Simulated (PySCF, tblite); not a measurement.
# C4H2FO radical: geometry, infrared bands and EPR parameters

Wanted: the infrared bands and EPR parameters of C4H2FO radical (`[CH2]c1c(F)c1=O`), by calculation.

The runs use tblite 0.8.0 and PySCF 2.14.0, with density-fitted response routines of our own; the level of theory stands in each step. All values are computed, except where a source is named. Atoms count from 0, in the outputs and in this text.

## 1. The starting structure

8 atoms, charge 0, multiplicity 2; geometry from: force field or distance geometry start.

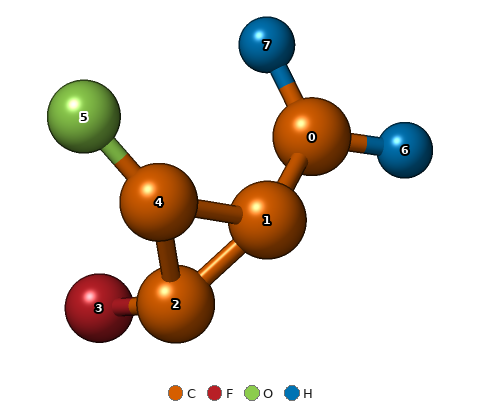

The starting geometry (carbon orange, fluorine red, oxygen green, hydrogen blue), atoms numbered.

## 2. Relaxing the molecule with GFN2-xTB

What the job is given:

```
{"job": {"kind": "relax", "xc": "GFN2-xTB", "basis": "xTB"}, "charge": 0, "multiplicity": 2}
C      1.238000    -0.226000    -0.188400
C      0.128900    -0.035500     0.701400
C     -1.057500    -0.604300     0.625500
F     -1.422300    -1.324100    -0.459500
C     -1.010900     0.854100     0.525700
O     -1.297400     1.653800    -0.335700
H      2.117600    -0.730000     0.163500
H      1.312700     0.421300    -1.057100
```

Run with:

```console
OMP_NUM_THREADS=1 python probes_run.py task.json out
```

This one command runs all jobs of the session in turn.

Log:

```text
step      E/eV     max force
  0    -493.26027    6.307
  1    -493.56271    2.876
  2    -493.76140    2.438
  3    -493.99698    2.472
  4    -494.30372    3.758
  5    -494.64669    4.529
  6    -494.87063    1.259
  7    -494.99614    1.035
  8    -495.27785    1.089
  9    -495.42360    1.080
 10    -495.57316    1.372
 11    -495.67624    1.009
 12    -495.70470    2.093
 13    -495.76268    0.547
 14    -495.78264    0.598
 15    -495.81354    0.701
 16    -495.82499    0.491
 17    -495.83280    0.266
 18    -495.83690    0.287
 19    -495.83948    0.206
 20    -495.84073    0.103
 21    -495.84152    0.088
 22    -495.84215    0.118
 23    -495.84281    0.117
 24    -495.84346    0.093
 25    -495.84415    0.098
 26    -495.84481    0.091
 27    -495.84528    0.059
 28    -495.84556    0.060
 29    -495.84580    0.070
 30    -495.84613    0.086
 31    -495.84653    0.105
 32    -495.84686    0.077
 33    -495.84704    0.034
 34    -495.84714    0.032
 35    -495.84722    0.036
 36    -495.84727    0.028
 37    -495.84729    0.010
 38    -495.84729    0.004
```

Wall time 0.13 s (1 thread of AMD EPYC 7B13, shared host).

Step by step: (not every step is listed)

| step | energy from step 0 (eV) | largest force (eV/Å) |
| --- | --- | --- |
| 0 | 0.0000 | 6.3072 |
| 1 | -0.3024 | 2.8764 |
| 2 | -0.5011 | 2.4377 |
| 3 | -0.7367 | 2.4723 |
| 4 | -1.0435 | 3.7583 |
| 5 | -1.3864 | 4.5288 |
| 6 | -1.6104 | 1.2587 |
| 7 | -1.7359 | 1.0349 |
| 8 | -2.0176 | 1.0892 |
| 10 | -2.3129 | 1.3724 |
| 12 | -2.4444 | 2.0928 |
| 14 | -2.5224 | 0.5977 |
| 16 | -2.5647 | 0.4912 |
| 18 | -2.5766 | 0.2872 |
| 20 | -2.5805 | 0.1026 |
| 22 | -2.5819 | 0.1182 |
| 24 | -2.5832 | 0.0933 |
| 26 | -2.5845 | 0.0907 |
| 28 | -2.5853 | 0.0598 |
| 30 | -2.5859 | 0.0858 |
| 32 | -2.5866 | 0.0769 |
| 33 | -2.5868 | 0.0339 |
| 34 | -2.5869 | 0.0324 |
| 35 | -2.5870 | 0.0364 |
| 36 | -2.5870 | 0.0276 |
| 37 | -2.5870 | 0.0099 |
| 38 | -2.5870 | 0.0042 |

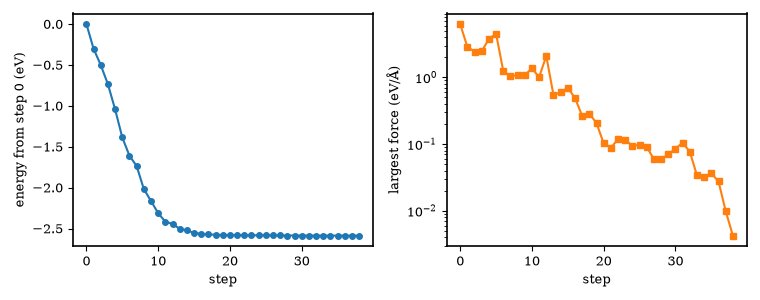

Energy and force, step by step.

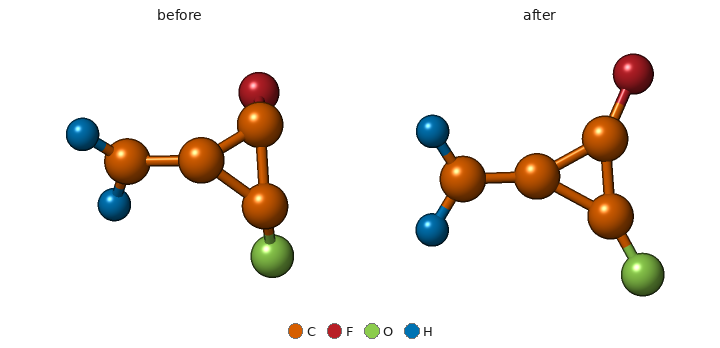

Before and after, at one scale.

Close pairs (by a distance rule), those that changed most:

| bond | before (Å) | after (Å) | change (Å) |
| --- | --- | --- | --- |
| C0–C1 | 1.435 | 1.340 | -0.095 |
| C1–C2 | 1.318 | 1.392 | +0.074 |
| C2–C4 | 1.463 | 1.391 | -0.071 |
| C1–C4 | 1.457 | 1.503 | +0.047 |
| C2–F3 | 1.352 | 1.324 | -0.028 |
| C4–O5 | 1.210 | 1.193 | -0.017 |
| C0–H7 | 1.086 | 1.076 | -0.010 |
| C0–H6 | 1.073 | 1.078 | +0.005 |

The next job starts from the end point, and lists it.

## 3. Harmonic vibrations with GFN2-xTB

What the job is given:

```
{"job": {"kind": "ir", "xc": "GFN2-xTB", "basis": "xTB"}, "charge": 0, "multiplicity": 2}
C      1.455846    -0.109364    -0.214345
C      0.131199    -0.033086    -0.027798
C     -1.098651    -0.570588     0.342273
F     -1.776406    -1.705616     0.270404
C     -1.115351     0.798242     0.093634
O     -1.607157     1.884004     0.037289
H      2.018897    -0.963632     0.124505
H      2.000681     0.709452    -0.650528
```

Log:

```text
mode    cm-1     km/mol
  1     195.2      2.44
  2     195.7      6.50
  3     263.0      9.82
  4     375.9     11.15
  5     451.5      9.69
  6     514.4     15.66
  7     566.8     13.95
  8     686.2     21.69
  9     786.6     38.75
 10     793.9     67.30
 11     966.4      0.33
 12    1045.6      1.70
 13    1321.0    231.88
 14    1402.0    125.67
 15    1675.5    170.37
 16    2042.8    491.50
 17    3084.7      0.88
 18    3127.2      2.76
```

Run time: 0.12 s. Hardware: 1 thread of AMD EPYC 7B13, shared host.

Which atoms move in the most intense modes:

| cm⁻¹ | km/mol | atoms |
| --- | --- | --- |
| 514 | 15.7 | C4 62 %, C2 15 %, O5 12 % |
| 686 | 21.7 | C4 24 %, C1 24 %, H7 17 %, H6 14 % |
| 787 | 38.8 | H6 30 %, H7 26 %, C0 22 % |
| 794 | 67.3 | F3 27 %, C0 18 %, O5 16 %, H7 14 % |
| 1321 | 231.9 | C2 35 %, H7 18 %, H6 16 %, C1 14 % |
| 1402 | 125.7 | H7 29 %, H6 27 %, C0 23 %, C2 16 % |
| 1676 | 170.4 | C1 49 %, C2 18 %, C0 13 % |
| 2043 | 491.5 | C4 59 %, O5 18 %, C2 14 % |

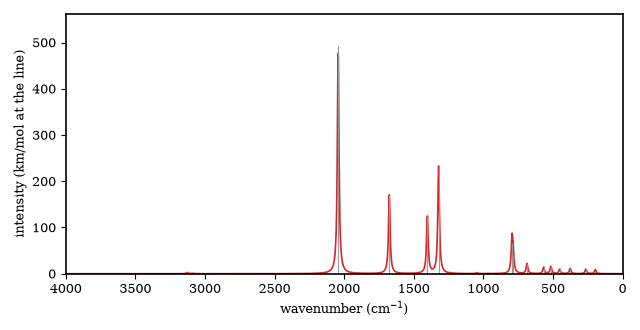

The infrared spectrum from these modes, unscaled. Lines are broadened to a width of 14 cm⁻¹ (Lorentzian).

## 4. EPR parameters: B3LYP/pcH-1

The job, as its differences from that of step 3:

```diff
@@ -1,2 +1,2 @@
-{"job": {"kind": "ir", "xc": "GFN2-xTB", "basis": "xTB"}, "charge": 0, "multiplicity": 2}
+{"job": {"kind": "epr", "basis": "pcH-1"}, "charge": 0, "multiplicity": 2}
 C      1.455846    -0.109364    -0.214345
```

Method: UKS B3LYP, pcH-1 on C F H O, non-relativistic, mean-field spin-orbit, GIAO.

Log:

```text
UKS, coarse grid
  cycle   1  E = -328.39699720  |g| = 6.53e-01
  cycle   2  E = -327.04744677  |g| = 1.82e+00
  cycle   3  E = -328.53280305  |g| = 2.47e-01
  cycle   4  E = -328.55224338  |g| = 1.45e-01
  cycle   5  E = -328.55969440  |g| = 3.34e-02
  cycle   6  E = -328.56022150  |g| = 1.48e-02
  cycle   7  E = -328.56034190  |g| = 6.78e-03
  cycle   8  E = -328.56037880  |g| = 3.32e-03
  cycle   9  E = -328.56038907  |g| = 1.78e-03
  cycle  10  E = -328.56039210  |g| = 5.50e-04
UKS, final grid
  cycle   1  E = -328.56041841  |g| = 8.64e-04
  cycle   2  E = -328.56041738  |g| = 1.93e-03
  cycle   3  E = -328.56041883  |g| = 2.02e-04
  cycle   4  E = -328.56041885  |g| = 9.64e-05
  cycle   5  E = -328.56041888  |g| = 6.32e-05
  cycle   6  E = -328.56041888  |g| = 1.56e-05
E = -328.56041888 Eh   <S^2> = 0.7681 (exact 0.7500)
g shifts (ppm)      1          2          3
  rmc          -196       -196       -196
  gc              7         33         40
  oz_so         504       1647       3213
  total         314       1485       3058
hyperfine (MHz)  atom isotope    a_iso     a_fc   dipolar eigenvalues
    0   13C      51.61      51.61    -50.97    -50.41    101.38
    1   13C     -43.20     -43.20    -24.79      9.17     15.62
    2   13C      54.01      54.01    -33.25    -31.51     64.76
    3   19F      95.50      95.50   -116.96   -107.97    224.93
    4   13C     -11.19     -11.19    -10.89      1.05      9.84
    5   17O     -11.43     -11.43    -55.16     25.36     29.80
    6    1H     -36.33     -36.33    -23.28     -1.62     24.90
    7    1H     -38.01     -38.01    -23.60     -1.81     25.41
```

Run time: 16 s. Hardware: 1 thread of AMD EPYC 7B13, shared host; peak memory 0.59 GiB.

Principal g values 2.00263, 2.00380, 2.00538; g(iso) = 2.00394, against 2.00232 for a free electron.

Mean a(iso) over the nuclei that a row names, and the largest dipolar term of the row (other rows stand at the frozen geometry):

| nuclei | isotope | a(iso) (MHz) | a(iso) (G, at g = 2.0023) | largest dipolar term (MHz) |
| --- | --- | --- | --- | --- |
| F3 | 19F | 95.5 | 34.1 | 224.9 |
| C2 | 13C | 54.0 | 19.3 | 64.8 |
| C0 | 13C | 51.6 | 18.4 | 101.4 |
| C1 | 13C | -43.2 | -15.4 | -24.8 |
| H6, H7 | 1H | -37.2 | -13.3 | 25.4 |
| O5 | 17O | -11.4 | -4.1 | -55.2 |
| C4 | 13C | -11.2 | -4.0 | -10.9 |

Mulliken spin populations:

| atom | value (e) |
| --- | --- |
| C0 | 0.68 |
| C1 | -0.17 |
| C2 | 0.34 |
| F3 | 0.04 |
| C4 | 0.01 |
| O5 | 0.16 |
| H6 | -0.03 |
| H7 | -0.03 |

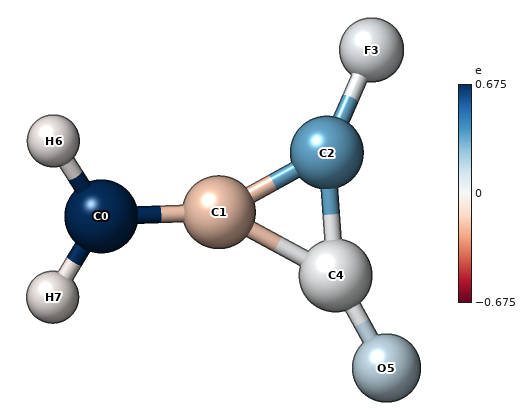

Mulliken spin populations, as colours on the atoms.

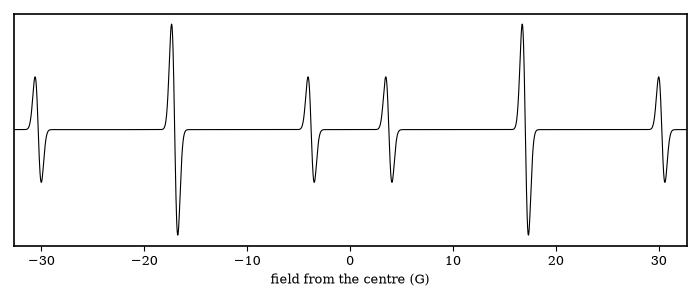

First-order isotropic spectrum (first derivative, main isotopes with spin only, couplings over 0.8 MHz, Gaussian width 0.3 G; couplings of the frozen geometry, rotation of groups not averaged beyond the rows shown).

Orbitals, density, ELF and potential are computed afterwards from the orbital file.

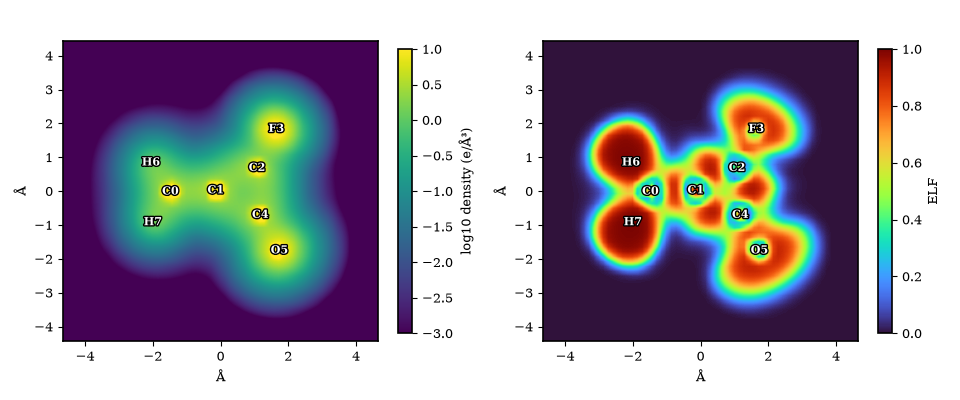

Density (left) and ELF (right) in a plane through or near 8 of the atoms.

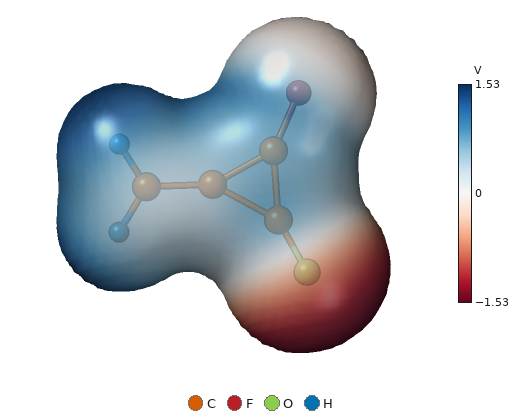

Electrostatic potential on the surface of density 0.002 e/bohr³; red is low, blue high. It runs from -1.53 V near O5 to 1.41 V near H6.

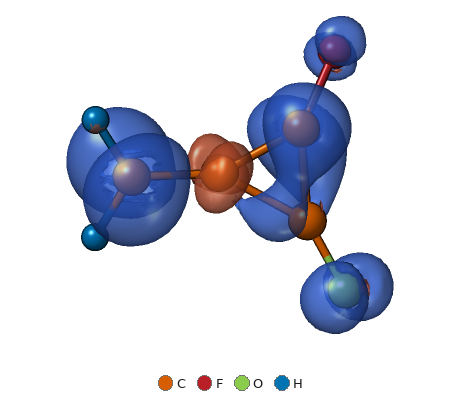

Spin density at ±0.03 e/Å³ (alpha excess blue, beta excess red).

## 5. Results

```
                                                                  quantity                  value
                                 strongest single infrared mode (GFN2-xTB)  2043 cm⁻¹, 492 km/mol
                                              zero-point energy (GFN2-xTB)          27.9 kcal/mol
                                                            g(iso) (B3LYP)                2.00394
                                                                      ⟨S²⟩     0.768 (exact 0.75)
                                        largest a(iso) (averaged by class)    19F on F3, 95.5 MHz
potential on the surface of density 0.002 e/bohr³, 1st and 99th percentile     -1.53 V and 1.41 V
```

What this shows: The optimisation took 38 steps and gained 2.587 eV; among the close pairs (by a distance rule), C0–C1 changed most, from 1.435 to 1.340 Å. No mode is imaginary among the 18: a minimum at this level. The strongest single mode, at 2043 cm⁻¹, moves mainly C4. Unscaled tight-binding wavenumbers are off by several per cent, some by more. Its intensities can rank the bands wrongly. The largest share of the spin, 0.68 e, sits on C0. The isotropic g lies 1.6 ppt above the free-electron value. The conformer search found further structures of the same energy, which may be mirror or relabelled copies of this one.
